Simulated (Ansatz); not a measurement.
# Au(111) with 4 thermally displaced layers, 2x2: scattering by thermal displacements, part 2 of 2

Aim: the resistivity of Au at 180 K from frozen thermal displacements between perfect leads.

Ansatz 0.2.0; Ansatz plane-wave DFT, PBE, PAW files; ballistic transport by layer matching (Landauer), zero bias; PAW set soft_1.

So far, open channels per spin nearest the Fermi level: step 2 (with 4 displaced layers) 3.21.

## (3) With 8 displaced layers

System of this step: Au(111) with 8 thermally displaced layers, 2x2. The cell holds 56 atoms: 56 Au. Its edges and angles: a = 5.768 Å, b = 5.768 Å, c = 33.006 Å, α = 87.5°, β = 92.5°, γ = 120.0°. It derives from Au. Regions: lead, 24 atoms (24 Au); scattering region, 32 atoms (32 Au). The structure is stacked along c, and the current runs across the ab planes.

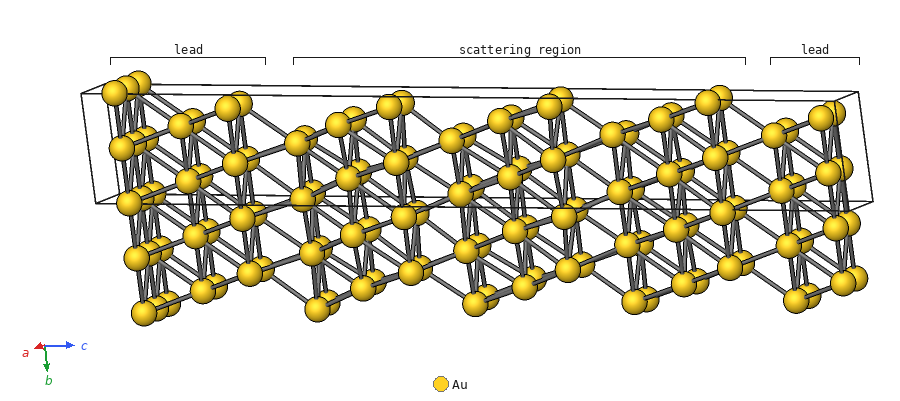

The cell of this step (gold yellow). 1×2×1 cells are drawn. Some periodic images of atoms are drawn too.

input.yaml reads:

```yaml
crystal:
  lattice:
    - [5.7675164607, 0.0, 0.0]
    - [-2.8837582304, 4.9948157718, 0.0]
    - [-1.4418791152, 0.8324692953, 32.9641022945]
  atoms:
    - { symbol: Au, position: [0.005952381, 0.994047619, 0.0357142857] }
    - { symbol: Au, position: [0.005952381, 0.494047619, 0.0357142857] }
    - { symbol: Au, position: [0.505952381, 0.994047619, 0.0357142857] }
    - { symbol: Au, position: [0.505952381, 0.494047619, 0.0357142857] }
    - { symbol: Au, position: [0.1845238095, 0.3154761905, 0.1071428571] }
    - { symbol: Au, position: [0.1845238095, 0.8154761905, 0.1071428571] }
    - { symbol: Au, position: [0.6845238095, 0.3154761905, 0.1071428571] }
    - { symbol: Au, position: [0.6845238095, 0.8154761905, 0.1071428571] }
    - { symbol: Au, position: [0.3630952381, 0.1369047619, 0.1785714286] }
    - { symbol: Au, position: [0.3630952381, 0.6369047619, 0.1785714286] }
    - { symbol: Au, position: [0.8630952381, 0.1369047619, 0.1785714286] }
    - { symbol: Au, position: [0.8630952381, 0.6369047619, 0.1785714286] }
    - { symbol: Au, position: [0.0411720108, 0.966274442, 0.2491848004] }
    - { symbol: Au, position: [0.0537850591, 0.4723921325, 0.2488330732] }
    - { symbol: Au, position: [0.5686232428, 0.9809024891, 0.2523141639] }
    - { symbol: Au, position: [0.5645203147, 0.4730514129, 0.2548351722] }
    - { symbol: Au, position: [0.2227466334, 0.2795758281, 0.3227220188] }
    - { symbol: Au, position: [0.1977987582, 0.7580936689, 0.3195369828] }
    - { symbol: Au, position: [0.7276034822, 0.2870066078, 0.3181336367] }
    - { symbol: Au, position: [0.6948467484, 0.7753544796, 0.3210252581] }
    - { symbol: Au, position: [0.4033968691, 0.1102536354, 0.3954925485] }
    - { symbol: Au, position: [0.4055842361, 0.6102538197, 0.3905083307] }
    - { symbol: Au, position: [0.8863001958, 0.1042965917, 0.3942826052] }
    - { symbol: Au, position: [0.912186648, 0.6092997891, 0.3945389123] }
    - { symbol: Au, position: [0.074644983, 0.8980812203, 0.4627111938] }
    - { symbol: Au, position: [0.0866422673, 0.4316047619, 0.461042822] }
    - { symbol: Au, position: [0.5885712392, 0.9164909446, 0.4637872471] }
    - { symbol: Au, position: [0.5855301967, 0.4337415589, 0.4612121958] }
    - { symbol: Au, position: [0.2683578479, 0.2454171421, 0.5340611691] }
    - { symbol: Au, position: [0.2368776362, 0.7133409776, 0.5343253778] }
    - { symbol: Au, position: [0.7530470048, 0.234129038, 0.5350108166] }
    - { symbol: Au, position: [0.754860627, 0.7443675809, 0.5379031828] }
    - { symbol: Au, position: [0.4325714, 0.0616040984, 0.6082980567] }
    - { symbol: Au, position: [0.4577359302, 0.5604416567, 0.6082427722] }
    - { symbol: Au, position: [0.9249474644, 0.0842844793, 0.6085569967] }
    - { symbol: Au, position: [0.9500700679, 0.5650130016, 0.6049063943] }
    - { symbol: Au, position: [0.1289795157, 0.8978801102, 0.6767119432] }
    - { symbol: Au, position: [0.0981577629, 0.3933229929, 0.6782038546] }
    - { symbol: Au, position: [0.6405782885, 0.8783997114, 0.6774378533] }
    - { symbol: Au, position: [0.5996362128, 0.3636555118, 0.6766646579] }
    - { symbol: Au, position: [0.3106754469, 0.2066912934, 0.7486952262] }
    - { symbol: Au, position: [0.2804195589, 0.7163141287, 0.7514118108] }
    - { symbol: Au, position: [0.7921650444, 0.2027154078, 0.7506552687] }
    - { symbol: Au, position: [0.7917479081, 0.698473717, 0.7513346785] }
    - { symbol: Au, position: [0.4702380952, 0.0297619048, 0.8214285714] }
    - { symbol: Au, position: [0.4702380952, 0.5297619048, 0.8214285714] }
    - { symbol: Au, position: [0.9702380952, 0.0297619048, 0.8214285714] }
    - { symbol: Au, position: [0.9702380952, 0.5297619048, 0.8214285714] }
    - { symbol: Au, position: [0.1488095238, 0.8511904762, 0.8928571429] }
    - { symbol: Au, position: [0.1488095238, 0.3511904762, 0.8928571429] }
    - { symbol: Au, position: [0.6488095238, 0.8511904762, 0.8928571429] }
    - { symbol: Au, position: [0.6488095238, 0.3511904762, 0.8928571429] }
    - { symbol: Au, position: [0.3273809524, 0.1726190476, 0.9642857143] }
    - { symbol: Au, position: [0.3273809524, 0.6726190476, 0.9642857143] }
    - { symbol: Au, position: [0.8273809524, 0.1726190476, 0.9642857143] }
    - { symbol: Au, position: [0.8273809524, 0.6726190476, 0.9642857143] }
kpoints:
  mp_grid: { grid: [5, 5, 1] }
hamiltonian:
  xc: pbe
  pseudopotentials: { kind: paw, azcp: { folder: soft_1 } }
scf:
  occupations: { method: fermi_dirac, width: 0.1 }
output:
  transmission:
    leads: [[0, 4]]
    kmesh: [10, 10]
    e_range: [-0.05, 0.05]
    de: 0.05
  write_potential: true
  write_density: true
  volumetric_format: npy
```

Started as:

```console
$ ansatz run input.yaml --threads 4 --pin off --max-ram 15360MiB --backend cpu --events-out ev --progress --plain --runs-dir out
```

Numbers of over 12 decimals in the logs are rounded to 6 here.

Output:

```text
[...]
Crystal: 56 atoms, lattice volume = 949.619 Å³
Basis set: ecut = 420 eV, 18659 PW (Γ)
Bands: 639, of which v1, the nominal top of the filled ones, is band 532 counted from 1 (531 counted from 0)
Symmetry: 1 space group operations
[...]
k-points: 13 of 25 (time reversal used)
[...]
SCF iter   1: F=—  HF=-736478.423737 eV  |F-HF|=—  |Δ(HF+E_count)|=         —  Δρ=6.75e-2  dr2=4.75e1  ethr=3.10e-3  ⟨swp⟩=4.0  Hψ=24712  notcnv=0  defer=165
[...]
SCF iter  10: F=-736464.472555 eV  HF=-736464.472555 eV  |F-HF|=4.73e-8  |Δ(HF+E_count)|=   1.04e-8  Δρ=1.16e-6  dr2=5.24e-8  ethr=9.40e-12  ⟨swp⟩=8.5  Hψ=31236  notcnv=0
SCF 1 converged in 10 iterations: F = -736464.472555 eV  dr2 = 5.24e-8
[...]
transmission: 230 of 2288 steps passed
transmission: 458 of 2288 steps passed
[...]
transmission: 2288 of 2288 steps passed
SCF converged after 10 iterations
Free energy (F): -736464.472555 eV
[...]
Internal energy: -736463.809034 eV  (E = F + TS)
E sigma→0 (E₀):  -736464.140795 eV
Entropy (-TS):   -0.663521 eV (-11.849 meV/atom)
Fermi energy:    20.726146 eV
[...]
--- Band table (eV; the first three rows and the last of 13) ---
  k-point 0: bands = [... 528 lower, 20.8617, 21.1725, 21.2025, 21.3917, 21.4082, 21.4466, 21.4918, 21.5940, ... 103 higher]
  k-point 1: bands = [... 528 lower, 20.3980, 20.4952, 20.6049, 20.6936, 20.7594, 20.7827, 20.8450, 20.9163, ... 103 higher]
  k-point 2: bands = [... 528 lower, 20.5049, 20.5501, 20.5778, 20.6546, 20.7360, 20.7770, 20.8606, 21.0107, ... 103 higher]
  k-point 12: bands = [... 528 lower, 19.9266, 19.9392, 20.1568, 20.8091, 20.9720, 21.1507, 21.2237, 21.2933, ... 103 higher]
--- Transmission ---
  basis      : 253 plane waves across, 44 finite elements along
  points     : 52, standing for a mesh of 10 x 10
[...]
channels       : 3.210000e0 a spin
[...]
junction   : crystal 0 to crystal 0, 0.70 to 31.31 Å
    transmission   : 3.097368e0 a spin
[...]
```

Wall time 22 min (4 threads of Arm Neoverse V2, shared host); peak memory 8.1 GiB; 84 min of CPU time.

Numbers from this step:

```
free energy                                   : -736464.4726 eV
energy at zero smearing                       : -736464.1408 eV
transmission per spin nearest the Fermi level : 3.097
step of the lead's potential                  : 4 meV
```

Per spin. Transmission, zone mean against energy, zero at the Fermi level:

| energy (eV) | transmission, zone mean |
| --- | --- |
| -0.0500 | 3.08 |
| 0.0000 | 3.10 |
| 0.0500 | 3.10 |

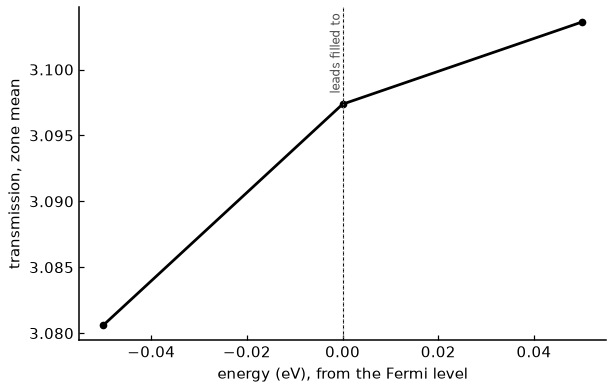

Transmission, zone mean against energy.

Over the solved energies the transmission per spin lies between 3.08 and 3.10, out of 3.21 channels of the lead on average (up to 3.21).

## (4) With 12 displaced layers

System of this step: Au(111) with 12 thermally displaced layers, 2x2. The cell holds 72 atoms: 72 Au. Cell: a = 5.768 Å, b = 5.768 Å, c = 42.382 Å, α = 90.0°, β = 90.0°, γ = 120.0°. It derives from Au. Regions: lead, 24 atoms (24 Au); scattering region, 48 atoms (48 Au). The structure is stacked along c, and the current runs across the ab planes.

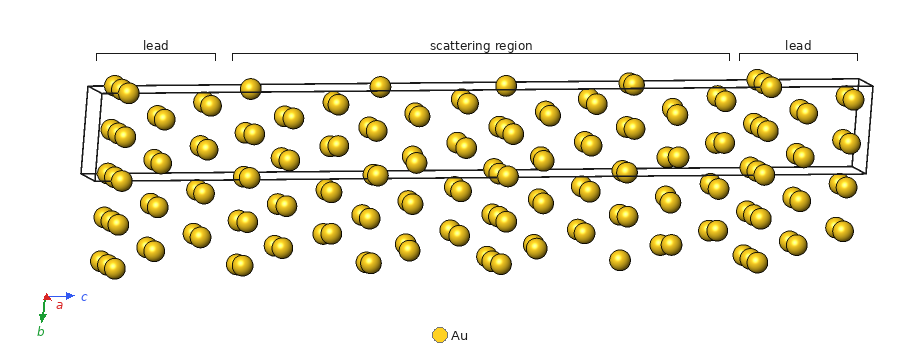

The cell of this step (gold yellow). 1×2×1 cells are drawn. Some periodic images of atoms are drawn too.

input.yaml reads:

```yaml
crystal:
  lattice:
    - [5.7675164607, 0.0, 0.0]
    - [-2.8837582304, 4.9948157718, 0.0]
    - [0.0, 0.0, 42.3824172358]
  atoms:
    - { symbol: Au, position: [0.0, 0.0, 0.0277777778] }
    - { symbol: Au, position: [0.0, 0.5, 0.0277777778] }
    - { symbol: Au, position: [0.5, 0.0, 0.0277777778] }
    - { symbol: Au, position: [0.5, 0.5, 0.0277777778] }
    - { symbol: Au, position: [0.1666666667, 0.3333333333, 0.0833333333] }
    - { symbol: Au, position: [0.1666666667, 0.8333333333, 0.0833333333] }
    - { symbol: Au, position: [0.6666666667, 0.3333333333, 0.0833333333] }
    - { symbol: Au, position: [0.6666666667, 0.8333333333, 0.0833333333] }
    - { symbol: Au, position: [0.3333333333, 0.1666666667, 0.1388888889] }
    - { symbol: Au, position: [0.3333333333, 0.6666666667, 0.1388888889] }
    - { symbol: Au, position: [0.8333333333, 0.1666666667, 0.1388888889] }
    - { symbol: Au, position: [0.8333333333, 0.6666666667, 0.1388888889] }
    - { symbol: Au, position: [0.9649483735, 0.9817552659, 0.1939374946] }
    - { symbol: Au, position: [0.9904305421, 0.4835209682, 0.19499277] }
    - { symbol: Au, position: [0.5161312803, 0.0063841064, 0.194818971] }
    - { symbol: Au, position: [0.5130144902, 0.5057245023, 0.1925388882] }
    - { symbol: Au, position: [0.1733223768, 0.3516106502, 0.2481026146] }
    - { symbol: Au, position: [0.1646764699, 0.8278257154, 0.248502071] }
    - { symbol: Au, position: [0.6549826478, 0.3347631764, 0.25052602] }
    - { symbol: Au, position: [0.6602209274, 0.8128661762, 0.249518365] }
    - { symbol: Au, position: [0.344271543, 0.1800676834, 0.3066773344] }
    - { symbol: Au, position: [0.3512914045, 0.6821954248, 0.3069299005] }
    - { symbol: Au, position: [0.8237516212, 0.16748817, 0.304366003] }
    - { symbol: Au, position: [0.7922465287, 0.6428755366, 0.3090399813] }
    - { symbol: Au, position: [0.9704373545, 0.9682655025, 0.3601355508] }
    - { symbol: Au, position: [0.0183170139, 0.4993636733, 0.3617918155] }
    - { symbol: Au, position: [0.4960975451, 0.9988219851, 0.3632239462] }
    - { symbol: Au, position: [0.509146578, 0.4987792045, 0.36259838] }
    - { symbol: Au, position: [0.1782860602, 0.3302312805, 0.4171170132] }
    - { symbol: Au, position: [0.1650521339, 0.8238743391, 0.4185863939] }
    - { symbol: Au, position: [0.660235057, 0.3245654295, 0.4138713512] }
    - { symbol: Au, position: [0.6619511759, 0.8549240166, 0.4147649811] }
    - { symbol: Au, position: [0.336000384, 0.1614701196, 0.4730751438] }
    - { symbol: Au, position: [0.3352223439, 0.655679213, 0.4717353762] }
    - { symbol: Au, position: [0.8353618529, 0.1682879635, 0.4721746663] }
    - { symbol: Au, position: [0.8339477142, 0.6755752576, 0.4744192178] }
    - { symbol: Au, position: [0.0013873827, 0.9895241428, 0.528438241] }
    - { symbol: Au, position: [0.004015914, 0.5065338435, 0.5308550728] }
    - { symbol: Au, position: [0.49729604, 0.9998372024, 0.5262988363] }
    - { symbol: Au, position: [0.4924303267, 0.4919443056, 0.5304463809] }
    - { symbol: Au, position: [0.1663452407, 0.3252384665, 0.5865517891] }
    - { symbol: Au, position: [0.1564819119, 0.8455235393, 0.5850284819] }
    - { symbol: Au, position: [0.6718537273, 0.3296370127, 0.5831174957] }
    - { symbol: Au, position: [0.6680197361, 0.8444593463, 0.5794485682] }
    - { symbol: Au, position: [0.3281420147, 0.168817269, 0.6379194745] }
    - { symbol: Au, position: [0.3093354835, 0.6632296936, 0.6376292309] }
    - { symbol: Au, position: [0.8530320702, 0.1864453725, 0.6390046187] }
    - { symbol: Au, position: [0.8082370843, 0.6638897943, 0.6373473956] }
    - { symbol: Au, position: [0.0203302526, 0.0239407138, 0.6949739293] }
    - { symbol: Au, position: [0.03566577, 0.5214368617, 0.6956062923] }
    - { symbol: Au, position: [0.4909336828, 0.0029565781, 0.6922106069] }
    - { symbol: Au, position: [0.515797374, 0.5033789973, 0.6969446327] }
    - { symbol: Au, position: [0.1590489449, 0.3077957716, 0.7513138839] }
    - { symbol: Au, position: [0.1926410154, 0.8589407689, 0.7486225139] }
    - { symbol: Au, position: [0.6586586073, 0.336332665, 0.7484845301] }
    - { symbol: Au, position: [0.644827066, 0.8198503912, 0.7545532567] }
    - { symbol: Au, position: [0.3209059952, 0.1540551762, 0.8050021021] }
    - { symbol: Au, position: [0.3446018596, 0.6864440412, 0.8073071417] }
    - { symbol: Au, position: [0.845310658, 0.1687496331, 0.8059877064] }
    - { symbol: Au, position: [0.8168229985, 0.6467910515, 0.8091241027] }
    - { symbol: Au, position: [0.0, 0.0, 0.8611111111] }
    - { symbol: Au, position: [0.0, 0.5, 0.8611111111] }
    - { symbol: Au, position: [0.5, 0.0, 0.8611111111] }
    - { symbol: Au, position: [0.5, 0.5, 0.8611111111] }
    - { symbol: Au, position: [0.1666666667, 0.3333333333, 0.9166666667] }
    - { symbol: Au, position: [0.1666666667, 0.8333333333, 0.9166666667] }
    - { symbol: Au, position: [0.6666666667, 0.3333333333, 0.9166666667] }
    - { symbol: Au, position: [0.6666666667, 0.8333333333, 0.9166666667] }
    - { symbol: Au, position: [0.3333333333, 0.1666666667, 0.9722222222] }
    - { symbol: Au, position: [0.3333333333, 0.6666666667, 0.9722222222] }
    - { symbol: Au, position: [0.8333333333, 0.1666666667, 0.9722222222] }
    - { symbol: Au, position: [0.8333333333, 0.6666666667, 0.9722222222] }
kpoints:
  mp_grid: { grid: [5, 5, 1] }
hamiltonian:
  xc: pbe
  pseudopotentials: { kind: paw, azcp: { folder: soft_1 } }
scf:
  occupations: { method: fermi_dirac, width: 0.1 }
output:
  transmission:
    leads: [[0, 4]]
    kmesh: [10, 10]
    e_range: [-0.05, 0.05]
    de: 0.05
  write_potential: true
  write_density: true
  volumetric_format: npy
```

Output:

```text
[...]
Crystal: 72 atoms, lattice volume = 1220.939 Å³
Basis set: ecut = 420 eV, 23937 PW (Γ)
Bands: 821, of which v1, the nominal top of the filled ones, is band 684 counted from 1 (683 counted from 0)
Symmetry: 1 space group operations
[...]
k-points: 13 of 25 (time reversal used)
[...]
SCF iter   1: F=—  HF=-946899.957004 eV  |F-HF|=—  |Δ(HF+E_count)|=         —  Δρ=6.74e-2  dr2=6.10e1  ethr=3.10e-3  ⟨swp⟩=4.0  Hψ=31726  notcnv=0  defer=245
[...]
SCF iter  11: F=-946882.077590 eV  HF=-946882.077590 eV  |F-HF|=1.30e-8  |Δ(HF+E_count)|=   4.19e-9  Δρ=5.04e-7  dr2=1.58e-8  ethr=7.31e-12  ⟨swp⟩=8.7  Hψ=40092  notcnv=0
SCF 1 converged in 11 iterations: F = -946882.077590 eV  dr2 = 1.58e-8
[...]
transmission: 278 of 2756 steps passed
transmission: 552 of 2756 steps passed
[...]
transmission: 2756 of 2756 steps passed
SCF converged after 11 iterations
Free energy (F): -946882.077590 eV
[...]
Internal energy: -946881.284018 eV  (E = F + TS)
E sigma→0 (E₀):  -946881.680804 eV
Entropy (-TS):   -0.793572 eV (-11.022 meV/atom)
Fermi energy:    20.709525 eV
[...]
--- Band table (eV; the first three rows and the last of 13) ---
  k-point 0: bands = [... 680 lower, 20.9229, 21.3067, 21.3413, 21.3560, 21.3628, 21.3840, 21.3972, 21.5623, ... 133 higher]
  k-point 1: bands = [... 680 lower, 20.4390, 20.5459, 20.5852, 20.6845, 20.7230, 20.7909, 20.8326, 20.9181, ... 133 higher]
  k-point 2: bands = [... 680 lower, 20.4997, 20.5476, 20.5695, 20.6247, 20.7264, 20.7530, 20.7745, 20.8081, ... 133 higher]
  k-point 12: bands = [... 680 lower, 19.9517, 20.3414, 20.3499, 20.7353, 20.7711, 21.0267, 21.0334, 21.4586, ... 133 higher]
--- Transmission ---
  basis      : 253 plane waves across, 53 finite elements along
  points     : 52, standing for a mesh of 10 x 10
[...]
channels       : 3.210000e0 a spin
[...]
junction   : crystal 0 to crystal 0, 0.70 to 40.73 Å
    transmission   : 2.988147e0 a spin
[...]
```

Run time: 37 min. Hardware: 4 threads; peak memory 9.8 GiB; 2.4 h of CPU time.

This step gave:

```
free energy                                   : -946882.0776 eV
energy at zero smearing                       : -946881.6808 eV
Fermi energy                                  : 20.71 eV
transmission per spin nearest the Fermi level : 2.988
step of the lead's potential                  : 5.7 meV
```

Per spin. Table of transmission, zone mean by energy, zero at the Fermi level:

```csv
energy (eV),"transmission, zone mean"
-0.0500,2.96
0.0000,2.99
0.0500,2.98
```

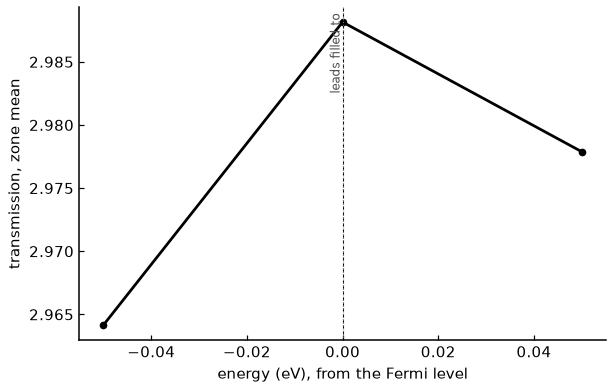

Transmission, zone mean, plotted against energy.

Over the solved energies the transmission per spin lies between 2.96 and 2.99, out of 3.21 channels of the lead on average (up to 3.21).

## (5) The fit

This step: Ansatz plane-wave DFT, PBE, PAW files; ballistic transport by layer matching (Landauer), zero bias; resistivity from the slope of the area resistance; PAW set soft_1 (Ansatz 0.2.0).

This step gave:

| Quantity | Value |
| --- | --- |
| resistivity | 3.711 µΩ cm |
| intercept | -0.01819 fΩ m² |
| scatter about the fit | 0.005817 fΩ m² |

Resistance, by row:

| run | length (Å) | T | channels N | RA (fΩ m²) |
| --- | --- | --- | --- | --- |
| n4 | 9.418 | 3.153 | 3.21 | 0.02087 |
| n8 | 18.84 | 3.094 | 3.21 | 0.04348 |
| n12 | 28.25 | 2.977 | 3.21 | 0.09077 |

The area resistance by length of the displaced region:

```csv
length of the displaced region (Å),area resistance (fΩ m²)
9.42,0.0209
18.84,0.0435
28.25,0.0908
```

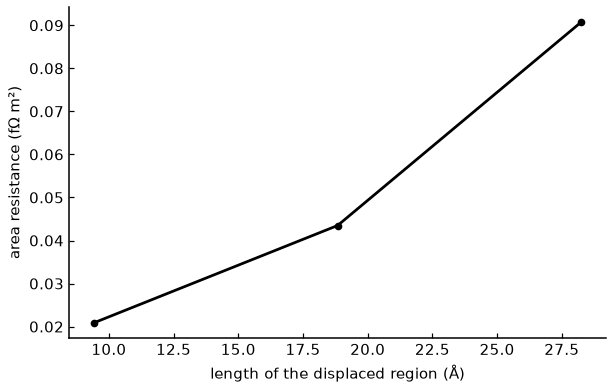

Area resistance, plotted against length of the displaced region.

The area resistance goes from 0.021 to 0.091 fΩ m² between 9.4 and 28.3 Å, a slope of 3.7 µΩ cm.

By hand from the end points: (0.09077 − 0.02087) fΩ m² / (28.25 − 9.42) Å = 3.7 µΩ cm, since 1 fΩ m² per Å is 1000 µΩ cm.

## (6) Summary of results

* resistivity from the slope: 3.71 µΩ cm
* area resistance over 9.42 Å: 0.0209 fΩ m²
* area resistance over 18.8 Å: 0.0435 fΩ m²
* area resistance over 28.3 Å: 0.0908 fΩ m²

**Reading.** The slope gives 3.7 µΩ cm. The points scatter by 0.0058 fΩ m² about the line, with one random draw a length in a 2x2 cell, so the slope is a rough value. The mean square of the displacements drawn is 0.78, 0.91 and 1.0 of the nominal one at the three lengths; with each resistance scaled back by that, the slope is 3.3 µΩ cm, the value used below. Read with a model of isotropic scattering on a spherical Fermi surface and the lead's 0.86×10¹⁵ S/m², this slope means a mean free path near 321 Å; over these lengths the model's slope is 1.21 times its bulk resistivity, which would be 2.7 µΩ cm. Uncorrelated displacements put too much weight on short waves, which scatter strongly; with the sideways repeat of a small cell, one draw and three short lengths, the method is good to a factor of two or three. Spin-orbit coupling is left out, which matters for Au.

[Logs are printed without paths, hosts, clocks, repeated set-up lines and the standing remarks that a program may print on its own settings, such as how far it seeks lower states.]

[Hosts, paths, dates, database ids (printed as entryN), source tags and the programs' standing remarks are cut or masked in the printed files.]
